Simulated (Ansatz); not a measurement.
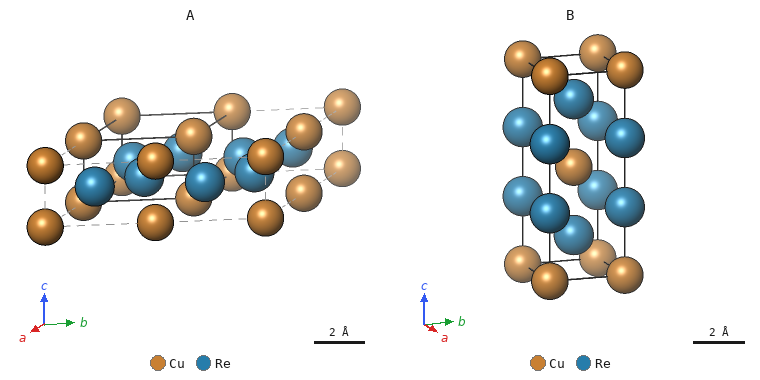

Two structures of CuRe$_{2}$, each relaxed to rest (conventional cells in solid outline, small ones repeated, not to one scale). Method: Ansatz 0.2.0, DFT PBE, scalar-relativistic, plane waves, PAW, without spin polarisation.

Name structures A and B.

Answer. A: AlB₂ type, P6/mmm. B: 6 atoms a cell on a body-centred tetragonal lattice, I4/mmm.

Compare their energies: which is lower?

Answer. B is lower, by 291 meV/atom at this level of theory (energies at zero smearing). Volumes: A 14.7, B 14.0 Å³/atom.

One or both may be structure types tried for this composition rather than known phases.
